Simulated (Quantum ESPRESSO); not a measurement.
# MnGaGe: parallel and opposed starts, part 2 of 2

Aim: find out which collinear order of MnGaGe costs least.

Quantum ESPRESSO 7.5; PBEsol; plane waves with GBRV 1.5 PBEsol potentials, no spin-orbit coupling.

So far: Set-up; Run 1 (ferro ++).

## (3) Run 2 (antiferro +−)

The input, pw.in:

```
&CONTROL
  calculation = 'scf'
  prefix = 'pwscf'
  outdir = './tmp'
  pseudo_dir = './pseudo'
  disk_io = 'nowf'
/
&SYSTEM
  ibrav = 0
  celldm(1) = 8
  nat = 6
  ntyp = 4
  ecutwfc = 40
  ecutrho = 280
  nbnd = 60
  occupations = 'smearing'
  smearing = 'fd'
  degauss = 0.00734986
  nspin = 2
  starting_magnetization(1) = 0.2333
  starting_magnetization(2) = -0.2333
  starting_magnetization(3) = 0
  starting_magnetization(4) = 0
/
&ELECTRONS
  conv_thr = 1.2d-08
  electron_maxstep = 150
  mixing_beta = 0.3
/
ATOMIC_SPECIES
Mn1    54.9380 mn_pbesol_v1.5.uspp.F.UPF
Mn2    54.9380 mn_pbesol_v1.5.uspp.F.UPF
Ga     69.7230 ga_pbesol_v1.4.uspp.F.UPF
Ge     72.6300 ge_pbesol_v1.4.uspp.F.UPF
CELL_PARAMETERS alat
   0.9320972536937    0.0000000000000    0.0000000000000
   0.0000000000000    0.9320972536937    0.0000000000000
   0.0000000000000    0.0000000000000    1.3962435168725
ATOMIC_POSITIONS crystal
Mn1     0.0000000000    0.0000000000    0.0000000000
Mn2     0.5000000000    0.5000000000    0.0000000000
Ga      0.0000000000    0.5000000000    0.7037730000
Ga      0.5000000000    0.0000000000    0.2962270000
Ge      0.0000000000    0.5000000000    0.2809470000
Ge      0.5000000000    0.0000000000    0.7190530000
K_POINTS automatic
6 6 6 0 0 0
```

Started as:

```sh
$ OMP_NUM_THREADS=1 mpirun -n 4 pw.x -nk 4 -in pw.in > pw.out
```

Output:

```text
[banner, memory and clock lines left out]
Program PWSCF v.7.5 starts

     Message from routine setup:
     using ibrav=0 with symmetry is DISCOURAGED, use correct ibrav instead

     bravais-lattice index     =            0
     lattice parameter (alat)  =       8.0000  a.u.
     unit-cell volume          =     621.0886 (a.u.)^3
     number of atoms/cell      =            6
     number of atomic types    =            4
     number of electrons       =        96.00
     number of Kohn-Sham states=           60
     kinetic-energy cutoff     =      40.0000  Ry
     charge density cutoff     =     280.0000  Ry
     scf convergence threshold =      1.2E-08
     mixing beta               =       0.3000
     number of iterations used =            8  plain     mixing
     Exchange-correlation= SLA  PW   PSX  PSC
                           (   1   4  10   8   0   0   0)

     celldm(1)=   8.000000  celldm(2)=   0.000000  celldm(3)=   0.000000
     celldm(4)=   0.000000  celldm(5)=   0.000000  celldm(6)=   0.000000

     crystal axes: (cart. coord. in units of alat)
               a(1) = (   0.932097   0.000000   0.000000 )
               a(2) = (   0.000000   0.932097   0.000000 )
               a(3) = (   0.000000   0.000000   1.396244 )

     reciprocal axes: (cart. coord. in units 2 pi/alat)
               b(1) = (  1.072849  0.000000  0.000000 )
               b(2) = (  0.000000  1.072849  0.000000 )
               b(3) = (  0.000000  0.000000  0.716207 )

     PseudoPot. # 1 for Mn read from file:
     mn_pbesol_v1.5.uspp.F.UPF
     Pseudo is Ultrasoft + core correction, Zval = 15.0

     PseudoPot. # 2 for Mn read from file:
     mn_pbesol_v1.5.uspp.F.UPF
     Pseudo is Ultrasoft + core correction, Zval = 15.0

     PseudoPot. # 3 for Ga read from file:
     ga_pbesol_v1.4.uspp.F.UPF
     Pseudo is Ultrasoft + core correction, Zval = 19.0

     PseudoPot. # 4 for Ge read from file:
     ge_pbesol_v1.4.uspp.F.UPF
     Pseudo is Ultrasoft + core correction, Zval = 14.0

     atomic species   valence    mass     pseudopotential
     Mn1              15.00    54.93800     Mn( 1.00)
     Mn2              15.00    54.93800     Mn( 1.00)
     Ga               19.00    69.72300     Ga( 1.00)
     Ge               14.00    72.63000     Ge( 1.00)

     Starting magnetic structure
     atomic species   magnetization
     Mn1             0.233
     Mn2            -0.233
     Ga              0.000
     Ge              0.000

      8 Sym. Ops. (no inversion) found

   Cartesian axes

     site n.     atom                  positions (alat units)
         1        Mn1    tau(   1) = (   0.0000000   0.0000000   0.0000000  )
         2        Mn2    tau(   2) = (   0.4660486   0.4660486   0.0000000  )
         3        Ga     tau(   3) = (   0.0000000   0.4660486   0.9826385  )
         4        Ga     tau(   4) = (   0.4660486   0.0000000   0.4136050  )
         5        Ge     tau(   5) = (   0.0000000   0.4660486   0.3922704  )
         6        Ge     tau(   6) = (   0.4660486   0.0000000   1.0039731  )

     number of k points=    40  Fermi-Dirac smearing, width (Ry)=  0.0073
                       cart. coord. in units 2pi/alat
        k(    1) = (   0.0000000   0.0000000   0.0000000), wk =   0.0046296
        k(    2) = (   0.0000000   0.0000000   0.1193679), wk =   0.0092593
        k(    3) = (   0.0000000   0.0000000   0.2387358), wk =   0.0092593
        k(    4) = (   0.0000000   0.0000000  -0.3581037), wk =   0.0046296
        k(    5) = (   0.0000000   0.1788082   0.0000000), wk =   0.0185185
        [... 35 further k-points ...]

     Dense  grid:    49175 G-vectors     FFT dimensions: (  40,  40,  60)

     Smooth grid:    21201 G-vectors     FFT dimensions: (  32,  32,  45)

     Check: negative core charge=   -0.000027
     Generating pointlists ...
     new r_m :   0.2513 (alat units)  2.0102 (a.u.) for type    1
     new r_m :   0.2513 (alat units)  2.0102 (a.u.) for type    2
     new r_m :   0.2435 (alat units)  1.9482 (a.u.) for type    3
     new r_m :   0.2435 (alat units)  1.9482 (a.u.) for type    4

     Initial potential from superposition of free atoms

     starting charge      92.9982, renormalised to      96.0000
     Starting wfcs are   68 randomized atomic wfcs

     Self-consistent Calculation

     iteration #  1     ecut=    40.00 Ry     beta= 0.30
     Davidson diagonalization with overlap
     ethr =  1.00E-02,  avg # of iterations =  3.0

     total energy              =   -1677.38612949 Ry
     estimated scf accuracy    <       7.00638258 Ry

     total magnetization       =    -0.00 Bohr mag/cell
     absolute magnetization    =     5.42 Bohr mag/cell

     iteration #  2     ecut=    40.00 Ry     beta= 0.30
     Davidson diagonalization with overlap
     ethr =  7.30E-03,  avg # of iterations =  2.0

     total energy              =   -1678.10593292 Ry
     estimated scf accuracy    <       1.78740451 Ry

     total magnetization       =    -0.00 Bohr mag/cell
     absolute magnetization    =     5.18 Bohr mag/cell

     [... further iterations left out ...]

     iteration # 14     ecut=    40.00 Ry     beta= 0.30
     Davidson diagonalization with overlap
     ethr =  1.74E-10,  avg # of iterations =  2.8

     total energy              =   -1678.56985455 Ry
     estimated scf accuracy    <       0.00000002 Ry

     total magnetization       =     0.00 Bohr mag/cell
     absolute magnetization    =     5.71 Bohr mag/cell

     iteration # 15     ecut=    40.00 Ry     beta= 0.30
     Davidson diagonalization with overlap
     ethr =  2.16E-11,  avg # of iterations =  3.1

     Magnetic moment per site  (integrated on atomic sphere of radius R)
     atom   1 (R=0.251)  charge= 13.5005  magn=  2.5502
     atom   2 (R=0.251)  charge= 13.5005  magn= -2.5501
     atom   3 (R=0.244)  charge= 17.1583  magn= -0.0000
     atom   4 (R=0.244)  charge= 17.1583  magn= -0.0000
     atom   5 (R=0.244)  charge= 11.9398  magn= -0.0000
     atom   6 (R=0.244)  charge= 11.9398  magn= -0.0000

     End of self-consistent calculation

     [... lines left out ...]
     the Fermi energy is    13.8592 ev

!    total energy              =   -1678.56985458 Ry
     estimated scf accuracy    <          5.0E-09 Ry
     smearing contrib. (-TS)   =      -0.00952885 Ry
     internal energy E=F+TS    =   -1678.56032573 Ry

     The total energy is F=E-TS. E is the sum of the following terms:
     one-electron contribution =   -1093.83347563 Ry
     hartree contribution      =     609.82138943 Ry
     xc contribution           =    -264.23942913 Ry
     ewald contribution        =    -930.30881041 Ry

     total magnetization       =     0.00 Bohr mag/cell
     absolute magnetization    =     5.71 Bohr mag/cell

     convergence has been achieved in  15 iterations
```

Run time: 65 s. Hardware: 4 MPI ranks of Arm Neoverse V2, shared host; peak memory 0.73 GiB; 4.3 min of CPU time.

Spin moment in the atom's sphere by atom:

```csv
atom,spin moment in the atom's sphere (μB)
Mn1,2.55
Mn2,-2.55
Ga3,0.00
Ga4,0.00
Ge5,0.00
Ge6,0.00
```

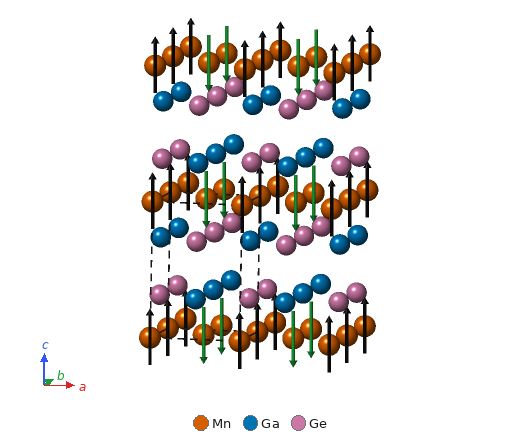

Spin moment in the atom's sphere as arrows, the longest 2.55 μB. Up and down stand for the sign. Arrows give size and sign along the axis of quantisation, drawn up and down the page. The two directions have two colours. 2×2×2 cells are drawn. Some periodic images of atoms are drawn too.

Read from the output:

```
smearing term TS       : 0.1296 eV
magnetization          : 0 μB
absolute magnetization : 5.714 μB
final state            : antiferromagnetic
```

## (4) Run 3 (no spin polarisation)

Changes to pw.in since step 3:

```diff
@@ -11,3 +11,3 @@
   nat = 6
-  ntyp = 4
+  ntyp = 3
   ecutwfc = 40
@@ -18,7 +18,2 @@
   degauss = 0.00734986
-  nspin = 2
-  starting_magnetization(1) = 0.2333
-  starting_magnetization(2) = -0.2333
-  starting_magnetization(3) = 0
-  starting_magnetization(4) = 0
 /
@@ -30,4 +25,3 @@
 ATOMIC_SPECIES
-Mn1    54.9380 mn_pbesol_v1.5.uspp.F.UPF
-Mn2    54.9380 mn_pbesol_v1.5.uspp.F.UPF
+Mn     54.9380 mn_pbesol_v1.5.uspp.F.UPF
 Ga     69.7230 ga_pbesol_v1.4.uspp.F.UPF
@@ -39,4 +33,4 @@
 ATOMIC_POSITIONS crystal
-Mn1     0.0000000000    0.0000000000    0.0000000000
-Mn2     0.5000000000    0.5000000000    0.0000000000
+Mn      0.0000000000    0.0000000000    0.0000000000
+Mn      0.5000000000    0.5000000000    0.0000000000
 Ga      0.0000000000    0.5000000000    0.7037730000
```

Output:

```text
     [... lines left out ...]
Program PWSCF v.7.5 starts
     [... lines left out ...]
     number of atoms/cell      =            6
     [... lines left out ...]
     number of electrons       =        96.00
     number of Kohn-Sham states=           60
     kinetic-energy cutoff     =      40.0000  Ry
     charge density cutoff     =     280.0000  Ry
     scf convergence threshold =      1.2E-08
     [... lines left out ...]
     16 Sym. Ops., with inversion, found ( 8 have fractional translation)
     [... lines left out ...]
     number of k points=    40  Fermi-Dirac smearing, width (Ry)=  0.0073
     [... lines left out ...]
     iteration # 12     ecut=    40.00 Ry     beta= 0.30
     [... lines left out ...]
     the Fermi energy is    13.6785 ev
!    total energy              =   -1678.52994688 Ry
     estimated scf accuracy    <          8.3E-09 Ry
     smearing contrib. (-TS)   =      -0.02116653 Ry
     [... lines left out ...]
     convergence has been achieved in  12 iterations
```

The job ended after 27 s (4 MPI ranks; peak memory 0.57 GiB).

Numbers from this step:

```yaml
smearing_term_ts: 0.2880 eV
final_state: non-magnetic (no spin polarisation)
```

## (5) Energies of the orders

An order is kept where moments of 0.15 μB or more survive with the typed signs; meshes match where a doubled cell samples the same k points as the first cell.

Orders:

```csv
start,final state,typed order kept,energy over the lowest (meV a seeded atom),largest site moment (μB),net moment (μB a cell of the first run),mesh matched,CPU time (s)
ferro ++,ferromagnetic,yes,0,2.188,4.238,yes,276.4
antiferro +-,antiferromagnetic,yes,78.83,2.55,0,yes,259.9
no spin polarisation,non-magnetic,-,350.3,0,0,yes,108
```

## (6) What came out

```json
{
  "lowest state found": "ferromagnetic (from ferro ++)",
  "largest site moment": "2.19 μB",
  "next state with moments": "antiferromagnetic, 78.8 meV a seeded atom higher",
  "state without moments": "350 meV a seeded atom higher"
}
```

In words: Only these 3 starts were compared; other wavevectors, canted and longer-period orders were not. Energies are free energies at an electronic temperature of 1160 K, which lowers moments and differences where the moments are itinerant.

[Logs and program files are shortened in this print: banners, set-up blocks, solver, clock and traceback lines can be left out without a mark of their own.]

[Logs are printed without paths, hosts, clocks, repeated set-up lines and the standing remarks that a program may print on its own settings, such as how far it seeks lower states.]

[Hosts, paths, dates, database ids (printed as entryN), source tags and the programs' standing remarks are cut or masked in the printed files.]

[Where a cell is said to come from a database of computed structures, the database is the Materials Project.]
